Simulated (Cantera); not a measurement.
Charge: 1 mol SiH4, a varied amount of N2, at 1102 °C and 0.0150 bar.

Equilibrium computed with Cantera from the NASA thermochemical tables; the gas is ideal and each condensed phase is pure. Candidate condensed phases: Si, Si3N4; 18 gas species. N2 is the only nitrogen source here; it is nearly inert below about 1500 K, so the nitride shown seldom forms there in practice. Kinetics and transport are ignored.

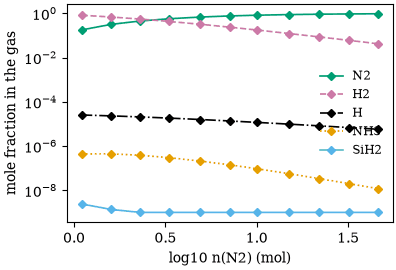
Equilibrium gas composition (values under 1e-9 drawn at 1e-9)

From 1.1 mol N2 to 46 mol N2 the condensed part is Si3N4(s).
